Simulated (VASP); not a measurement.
# Lattice of BaZrO3 across functionals and dispersion corrections, part 2 of 3

Which functional gives the lattice of BaZrO3 as experiment finds it, and is a dearer one worth its cost? The start is a cell from a database of measured crystal structures.

VASP 6.6.1, plane waves and PAW; the level of theory is named at each step.

So far. Step 2 (Relaxation with PBE): It ends with forces that vanish by symmetry and a pressure of -0.02 GPa. The volume lies +3.2 % from that of the database's start. The conventional cell has a = 4.236 Å.

## 3. Relaxation with LDA

This step: LDA; plane waves and PAW (Ba_sv, Zr_sv, O) (VASP 6.6.1).

LDA, the lowest rung, knows the local density alone.

The input, INCAR:

```
SYSTEM = BaZrO3
PREC = Accurate
ENCUT = 560
EDIFF = 1E-06
NELM = 100
ISMEAR = -1
SIGMA = 0.05
LREAL = .FALSE.
ALGO = Normal
GGA = CA
NBANDS = 26
LASPH = .TRUE.
LORBIT = 11
LWAVE = .FALSE.
LCHARG = .FALSE.
KPAR = 2
IBRION = 2
NSW = 60
ISIF = 3
EDIFFG = -0.01
```

The input, POSCAR:

```
BaZrO3
1.0
    4.1913400000      0.0000000000      0.0000000000
    0.0000000000      4.1913400000      0.0000000000
    0.0000000000      0.0000000000      4.1913400000
Ba Zr O
1 1 3
Direct
    0.0000000000      0.0000000000      0.0000000000
    0.5000000000      0.5000000000      0.5000000000
    0.0000000000      0.5000000000      0.5000000000
    0.5000000000      0.0000000000      0.5000000000
    0.5000000000      0.5000000000      0.0000000000
```

The input, KPOINTS:

```
Automatic mesh
0
Gamma
5 5 5
0 0 0
```

The projector-augmented-wave data sets are Ba_sv, Zr_sv and O (PBE family, release 64).

Started as:

```sh
> mpirun -np 2 vasp_std
```

Log:

```text
[banner, memory and clock lines left out]
running    2 mpi-ranks, on    1 nodes
 distrk:  each k-point on    1 cores,    2 groups
 distr:  one band on    1 cores,    1 groups

 POSCAR found type information on POSCAR BaZrO
 POSCAR found :  3 types and       5 ions
|                                                                             |
|               ----> ADVICE to this user running VASP <----                  |
|                                                                             |
|     You enforced a specific xc type in the INCAR file but a different       |
|     [... a line on the potential file left out ...]
|     I HOPE YOU KNOW WHAT YOU ARE DOING!                                     |
|                                                                             |

 LDA part: xc-table for (Slater(with rela. corr.)+CA(PZ))
 , standard interpolation
 POSCAR, INCAR and KPOINTS ok, starting setup
 FFT: planning ... GRIDC
 FFT: planning ... GRID_SOFT
 FFT: planning ... GRID
 WAVECAR not read
 entering main loop
       N       E                     dE             d eps       ncg     rms          rms(c)
DAV:   1     0.317147671796E+03    0.31715E+03   -0.22880E+04   520   0.160E+03
DAV:   2    -0.316959541141E+02   -0.34884E+03   -0.33960E+03   648   0.378E+02
DAV:   3    -0.522478172001E+02   -0.20552E+02   -0.20479E+02   792   0.876E+01
DAV:   4    -0.529399625211E+02   -0.69215E+00   -0.69139E+00   734   0.121E+01
DAV:   5    -0.529507011379E+02   -0.10739E-01   -0.10738E-01   732   0.125E+00    0.295E+01
DAV:   6    -0.461593030070E+02    0.67914E+01   -0.38379E+01   592   0.392E+01    0.139E+01
DAV:   7    -0.459677406210E+02    0.19156E+00   -0.30632E+00   708   0.998E+00    0.831E+00
DAV:   8    -0.458960646999E+02    0.71676E-01   -0.34602E-01   680   0.448E+00    0.678E-01
DAV:   9    -0.458927722342E+02    0.32925E-02   -0.45754E-02   746   0.128E+00    0.533E-01
DAV:  10    -0.458927452515E+02    0.26983E-04   -0.12631E-02   696   0.939E-01    0.240E-01
DAV:  11    -0.458924142668E+02    0.33098E-03   -0.20985E-03   658   0.401E-01    0.270E-02
DAV:  12    -0.458924156615E+02   -0.13948E-05   -0.10631E-04   718   0.708E-02    0.235E-02
DAV:  13    -0.458924133450E+02    0.23165E-05   -0.99508E-06   668   0.211E-02    0.309E-03
DAV:  14    -0.458924133627E+02   -0.17641E-07   -0.74113E-07   362   0.770E-03
   1 F= -.45892413E+02 E0= -.45892413E+02  d E =-.458924E+02
 curvature:   0.00 expect dE= 0.000E+00 dE for cont linesearch  0.000E+00
 trial: gam= 0.00000 g(F)=  0.000E+00 g(S)=  0.813E-01 ort = 0.000E+00 (trialstep = 0.100E+01)
 search vector abs. value=  0.813E-01
 bond charge predicted
       N       E                     dE             d eps       ncg     rms          rms(c)
DAV:   1    -0.464699700055E+02   -0.57756E+00   -0.17877E+01   536   0.341E+01    0.865E+00
DAV:   2    -0.459770424762E+02    0.49293E+00   -0.21088E+00   556   0.926E+00    0.308E+00
DAV:   3    -0.458812863550E+02    0.95756E-01   -0.29961E-01   702   0.419E+00    0.690E-01
DAV:   4    -0.458768235280E+02    0.44628E-02   -0.76716E-02   820   0.133E+00    0.629E-01
DAV:   5    -0.458798879815E+02   -0.30645E-02   -0.30935E-03   776   0.344E-01    0.312E-01
DAV:   6    -0.458820166222E+02   -0.21286E-02   -0.52373E-03   784   0.342E-01    0.628E-02
DAV:   7    -0.458821044313E+02   -0.87809E-04   -0.18137E-04   696   0.842E-02    0.246E-02
DAV:   8    -0.458821171746E+02   -0.12743E-04   -0.47399E-05   748   0.386E-02    0.557E-03
DAV:   9    -0.458821169363E+02    0.23836E-06   -0.28545E-06   468   0.893E-03
   2 F= -.45882117E+02 E0= -.45882117E+02  d E =0.102964E-01
 trial-energy change:    0.010296  1 .order    0.011980   -0.081281    0.105240
 step:   0.4492(harm=  0.4358)  dis= 0.00000  next Energy=   -45.910820 (dE=-0.184E-01)
 bond charge predicted
       N       E                     dE             d eps       ncg     rms          rms(c)
DAV:   1    -0.460838102685E+02   -0.20169E+00   -0.53326E+00   538   0.187E+01    0.467E+00
DAV:   2    -0.459423934013E+02    0.14142E+00   -0.66446E-01   596   0.513E+00    0.174E+00
DAV:   3    -0.459112336200E+02    0.31160E-01   -0.88760E-02   680   0.225E+00    0.420E-01
DAV:   4    -0.459092948631E+02    0.19388E-02   -0.32232E-02   808   0.889E-01    0.340E-01
DAV:   5    -0.459101646330E+02   -0.86977E-03   -0.10807E-03   694   0.194E-01    0.197E-01
DAV:   6    -0.459109712100E+02   -0.80658E-03   -0.19547E-03   816   0.231E-01    0.237E-02
DAV:   7    -0.459109825010E+02   -0.11291E-04   -0.12815E-04   646   0.659E-02    0.204E-02
DAV:   8    -0.459109914868E+02   -0.89858E-05   -0.26789E-05   726   0.314E-02    0.475E-03
DAV:   9    -0.459109912757E+02    0.21114E-06   -0.19219E-06   434   0.802E-03
   3 F= -.45910991E+02 E0= -.45910991E+02  d E =-.185779E-01
 curvature:  -0.22 expect dE=-0.115E-05 dE for cont linesearch -0.115E-05
 trial: gam=-0.00798 g(F)=  0.166E-64 g(S)=  0.526E-05 ort = 0.654E-03 (trialstep = 0.890E+00)
 search vector abs. value=  0.440E-09
 reached required accuracy - stopping structural energy minimisation
```

Elapsed: 15 s, on 2 MPI ranks of Intel Xeon Platinum 8488C (Sapphire Rapids), shared host; peak memory 0.33 GiB; 30 s of CPU time.

OUTCAR, selected parts (step 3):

```text
The static configuration has the point symmetry O_h .

 Found     10 irreducible k-points:

   NELECT =      40.0000    total number of electrons

 E-fermi :   4.6251

 k-point     1 :       0.0000    0.0000    0.0000
  band No.  band energies     occupation
    ...
     16       2.5447      2.00000
     17       2.5447      2.00000
     18       3.3921      2.00000
     19       3.3921      2.00000
     20       3.3921      2.00000
     21       6.6955      0.00000
     22       6.6955      0.00000
     23       6.6955      0.00000
     24       8.1202      0.00000
     25       8.1202      0.00000
    ...

 k-point     2 :       0.2000    0.0000    0.0000
  band No.  band energies     occupation
    ...
     16       2.1977      2.00000
     17       2.2504      2.00000
     18       2.5141      2.00000
     19       3.2816      2.00000
     20       3.2816      2.00000
     21       6.8396      0.00000
     22       7.5828      0.00000
     23       7.5828      0.00000
     24       8.7537      0.00000
     25       8.7800      0.00000
    ...

  Total       -0.0134781     -0.0134781     -0.0134781      0.0000000      0.0000000     -0.0000000
  in kB       -0.2997626     -0.2997626     -0.2997626      0.0000000      0.0000000     -0.0000000
  external PRESSURE =      -0.2997626 kB  Pullay stress =       0.0000000 kB

  energy-cutoff  :      560.00
  volume of cell :       72.04
      direct lattice vectors                 reciprocal lattice vectors
     4.160901132 -0.000000000  0.000000000     0.240332555 -0.000000000  0.000000000
     0.000000000  4.160901132  0.000000000     0.000000000  0.240332555  0.000000000
    -0.000000000 -0.000000000  4.160901132    -0.000000000 -0.000000000  0.240332555

 POSITION                                       TOTAL-FORCE (eV/Angst)
 -----------------------------------------------------------------------------------
      0.00000      0.00000      0.00000         0.000000      0.000000      0.000000
      2.08045      2.08045      2.08045        -0.000000     -0.000000      0.000000
      0.00000      2.08045      2.08045        -0.000000     -0.000000      0.000000
      2.08045     -0.00000      2.08045         0.000000     -0.000000      0.000000
      2.08045      2.08045      0.00000         0.000000      0.000000      0.000000
 -----------------------------------------------------------------------------------
    total drift:                                0.000000     -0.000000     -0.000000

  FREE ENERGIE OF THE ION-ELECTRON SYSTEM (eV)
  ---------------------------------------------------
  free  energy   TOTEN  =       -45.9109912757 eV

  energy  without entropy=      -45.9109912757  energy(sigma->0) =      -45.91099128

 total charge
# of ion       s       p       d       tot
------------------------------------------
    1        1.996   5.602   0.289   7.888
    2        2.211   6.094   1.485   9.789
    3        1.547   3.472   0.000   5.019
    4        1.547   3.472   0.000   5.019
    5        1.547   3.472   0.000   5.019
--------------------------------------------------
tot          8.847  22.111   1.774  32.732

[... 8 parts as in an earlier step ...]

[... 5 further parts left out ...]
```

The PAW data sets were made with PBE, though LDA sets exist; this is a small mismatch.

The steps of the relaxation:

| step | energy less that of the first step (eV) | largest force (eV/Å) | pressure (GPa) | volume (Å³) |
| --- | --- | --- | --- | --- |
| 1 | 0.0000 | 0.0000 | -3.65 | 73.63 |
| 2 | 0.0103 | 0.0000 | 4.96 | 70.12 |
| 3 | -0.0186 | 0.0000 | -0.03 | 72.04 |

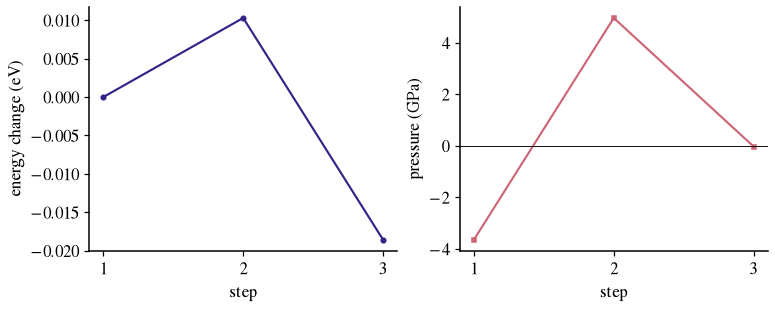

Energy and pressure along the relaxation.

| conventional cell, symmetrised | before | after | change |
| --- | --- | --- | --- |
| a (Å) | 4.191 | 4.161 | -0.7 % |
| b (Å) | 4.191 | 4.161 | -0.7 % |
| c (Å) | 4.191 | 4.161 | -0.7 % |
| volume (Å³/atom) | 14.73 | 14.41 | -2.2 % |

Final coordinates:

```xyz
5
Lattice="4.1609 0.0000 0.0000 0.0000 4.1609 0.0000 0.0000 0.0000 4.1609" Properties=species:S:1:pos:R:3 pbc="T T T"
Ba    0.0000    0.0000    0.0000
Zr    2.0805    2.0805    2.0805
O     0.0000    2.0805    2.0805
O     2.0805    0.0000    2.0805
O     2.0805    2.0805    0.0000
```

This step gave:

```yaml
free_energy_toten: -45.91 eV
fermi_energy: 4.625 eV
pressure: -0.02998 GPa
scf_cycles_over_all_ionic_steps: 32
gap_on_the_k_mesh: 3.225 eV
least_direct_gap_on_the_k_mesh: 3.303 eV
```

It ends at 14.41 Å³/atom, -2.2 % from the start, with -0.03 GPa left. The conventional cell has a = 4.161 Å.

## 4. Relaxation with r2SCAN

This step: r2SCAN; plane waves and PAW (Ba_sv, Zr_sv, O) (VASP 6.6.1).

r2SCAN adds the kinetic-energy density, costs more than a GGA and is run with LASPH.

INCAR, as its differences from that of step 3:

```diff
@@ -9,5 +9,5 @@
 ALGO = Normal
-GGA = CA
+METAGGA = R2SCAN
+LASPH = .TRUE.
 NBANDS = 26
-LASPH = .TRUE.
 LORBIT = 11
```

POSCAR is that of step 3.

KPOINTS is that of step 3.

Started as:

```sh
> mpirun -np 2 vasp_std
```

Log:

```text
[banner, memory and clock lines left out]
running    2 mpi-ranks, on    1 nodes
[...]
[... a notice as in an earlier step ...]

 LDA part: xc-table for (None), standard interpolation
 POSCAR, INCAR and KPOINTS ok, starting setup
[...]
entering main loop
       N       E                     dE             d eps       ncg     rms          rms(c)
DAV:   1     0.276704211386E+03    0.27670E+03   -0.23496E+04   520   0.164E+03
DAV:   2    -0.839659895469E+02   -0.36067E+03   -0.35087E+03   648   0.391E+02
DAV:   3    -0.106379839875E+03   -0.22414E+02   -0.22332E+02   836   0.905E+01
DAV:   4    -0.107190728089E+03   -0.81089E+00   -0.80947E+00   732   0.125E+01
[...]
DAV:  12    -0.850977414388E+02    0.42849E-03   -0.15444E-03   586   0.236E-01    0.474E-02
DAV:  13    -0.850977150151E+02    0.26424E-04   -0.17334E-04   662   0.719E-02    0.740E-03
DAV:  14    -0.850977158998E+02   -0.88467E-06   -0.79344E-06   696   0.183E-02
   1 F= -.85097716E+02 E0= -.85097716E+02  d E =-.850977E+02
[...]
2 F= -.85092971E+02 E0= -.85092971E+02  d E =0.474469E-02
 trial-energy change:    0.004745  1 .order    0.003956   -0.043563    0.051475
 step:   0.4461(harm=  0.4584)  dis= 0.00000  next Energy=   -85.107362 (dE=-0.965E-02)
[...]
N       E                     dE             d eps       ncg     rms          rms(c)
DAV:   1    -0.851875279353E+02   -0.94557E-01   -0.27665E+00   536   0.136E+01    0.293E+00
DAV:   2    -0.851213861289E+02    0.66142E-01   -0.29766E-01   582   0.351E+00    0.111E+00
DAV:   3    -0.851076146847E+02    0.13771E-01   -0.29467E-02   688   0.135E+00    0.252E-01
DAV:   4    -0.851066595859E+02    0.95510E-03   -0.94771E-03   888   0.543E-01    0.220E-01
DAV:   5    -0.851070259592E+02   -0.36637E-03   -0.44994E-04   744   0.143E-01    0.787E-02
DAV:   6    -0.851072197604E+02   -0.19380E-03   -0.54245E-04   752   0.111E-01    0.205E-02
DAV:   7    -0.851072306194E+02   -0.10859E-04   -0.14297E-05   652   0.262E-02    0.107E-02
DAV:   8    -0.851072369187E+02   -0.62993E-05   -0.32856E-06   514   0.121E-02    0.156E-03
DAV:   9    -0.851072368207E+02    0.97975E-07   -0.28065E-07   298   0.412E-03
   3 F= -.85107237E+02 E0= -.85107237E+02  d E =-.952092E-02
[...]
reached required accuracy - stopping structural energy minimisation
```

Wall time 70 s (2 MPI ranks); peak memory 0.39 GiB.

From OUTCAR (step 4):

```text
  Total       -0.0020518     -0.0020518     -0.0020518      0.0000000     -0.0000000      0.0000000
  in kB       -0.0439457     -0.0439457     -0.0439457      0.0000000     -0.0000000      0.0000000
  external PRESSURE =      -0.0439457 kB  Pullay stress =       0.0000000 kB

 POSITION                                       TOTAL-FORCE (eV/Angst)
 -----------------------------------------------------------------------------------
      0.00000      0.00000      0.00000        -0.000000     -0.000000      0.000000
      2.10674      2.10674      2.10674         0.000000      0.000000      0.000000
     -0.00000      2.10674      2.10674         0.000000      0.000000      0.000000
      2.10674      0.00000      2.10674        -0.000000      0.000000      0.000000
      2.10674      2.10674      0.00000        -0.000000     -0.000000      0.000000
 -----------------------------------------------------------------------------------
    total drift:                                0.000000     -0.000000     -0.000000

  FREE ENERGIE OF THE ION-ELECTRON SYSTEM (eV)
  ---------------------------------------------------
  free  energy   TOTEN  =       -85.1072368207 eV

  energy  without entropy=      -85.1072368206  energy(sigma->0) =      -85.10723682

[... 2 parts as in an earlier step ...]

[... 2 further parts left out ...]
[key lines of the parts left out:]
E-fermi :   4.3815
```

The PAW data sets were made with PBE, which is usual practice but a small mismatch for other functionals.

The steps of the relaxation:

| step | energy less that of the first step (eV) | largest force (eV/Å) | pressure (GPa) | volume (Å³) |
| --- | --- | --- | --- | --- |
| 1 | 0.0000 | 0.0000 | 2.67 | 73.63 |
| 2 | 0.0047 | 0.0000 | -3.04 | 76.28 |
| 3 | -0.0095 | 0.0000 | 0.00 | 74.80 |

| conventional cell, symmetrised | before | after | change |
| --- | --- | --- | --- |
| a (Å) | 4.191 | 4.213 | +0.5 % |
| b (Å) | 4.191 | 4.213 | +0.5 % |
| c (Å) | 4.191 | 4.213 | +0.5 % |
| volume (Å³/atom) | 14.73 | 14.96 | +1.6 % |

Final coordinates:

```xyz
5
Lattice="4.2135 0.0000 0.0000 0.0000 4.2135 0.0000 0.0000 0.0000 4.2135" Properties=species:S:1:pos:R:3 pbc="T T T"
Ba    0.0000    0.0000    0.0000
Zr    2.1067    2.1067    2.1067
O     0.0000    2.1067    2.1067
O     2.1067    0.0000    2.1067
O     2.1067    2.1067    0.0000
```

It ends at 14.96 Å³/atom, +1.6 % from the start, with 0.00 GPa left. The conventional cell has a = 4.213 Å.

(Continued in part 3 of 3.)

[Lines on the potential files, build, host, timing and source positions are cut from VASP's logs without a mark.]

[Logs are printed without paths, hosts, clocks, repeated set-up lines and the standing remarks that a program may print on its own settings, such as how far it seeks lower states.]

[Hosts, paths, dates, database ids (printed as entryN), source tags and the programs' standing remarks are cut or masked in the printed files.]

[A measured line is paired with the nearest computed mode of its activity, which favours agreement.]
